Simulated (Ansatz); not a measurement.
Input

```
crystal:
  periodic: [false, false, false]
  atoms:
    - { symbol: Si, position_ang: [0.0, 0.0, 0.0] }
    - { symbol: Cl, position_ang: [0.0, 0.0, 2.13] }
    - { symbol: F, position_ang: [1.4994, 0.0, -0.5295] }
    - { symbol: C, position_ang: [-0.8808, 1.5259, -0.6227] }
    - { symbol: H, position_ang: [-1.9334, 1.2723, -0.8671] }
    - { symbol: H, position_ang: [-0.8624, 2.3106, 0.1622] }
    - { symbol: H, position_ang: [-0.3704, 1.9025, -1.5336] }
    - { symbol: F, position_ang: [-0.7489, -1.2974, -0.5295] }
basis:
  gaussian: { orbitals: "6-31G*" }
hamiltonian:
  xc: pbe
  dispersion: d4
relax:
  f_tol: 0.02
  max_steps: 40
output:
  orbitals: {}
```

Launched as:

```sh
ansatz run input.yaml --threads 1 --pin off --max-ram 2048MiB --backend cpu --events-out ev --progress --plain --runs-dir out
```

The fields are those of the relaxed geometry.

Theory: Ansatz 0.2.0, RKS PBE-D4/6-31G*.

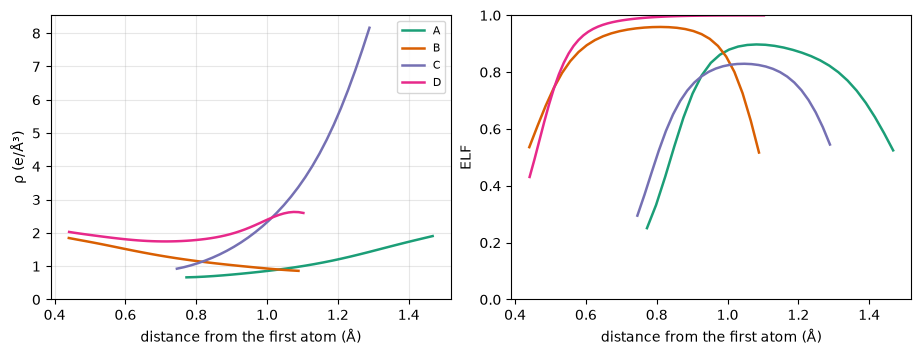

CH₃ClF₂Si. Electron density and electron localisation function along straight lines between neighbouring atoms. The curves leave out the atomic cores.

Which curve belongs to which contact (C–H, C–Si, Si–Cl and Si–F)? The first atom named is at distance zero.

Answer. Curve A: Si–Cl (2.06 Å): ρ at the midpoint is about 0.9 e/Å³; the ELF peaks at about 0.90 between the atoms (a polar covalent bond). Curve B: C–Si (1.85 Å): ρ is about 1 e/Å³ halfway; the ELF peaks at about 0.95 between the atoms; localised, covalent bonding. Curve C: Si–F (1.61 Å): the density is about 1.1 e/Å³ at the midpoint; the ELF peaks at about 0.85 in the valence shell of F, 0.6 Å from its nucleus, and is about 0.50 at the midpoint. Curve D: C–H (1.10 Å): ρ is about 1.9 e/Å³ halfway; the ELF climbs to about 1 towards the hydrogen, as it does in any bond to H; a covalent bond by its length.
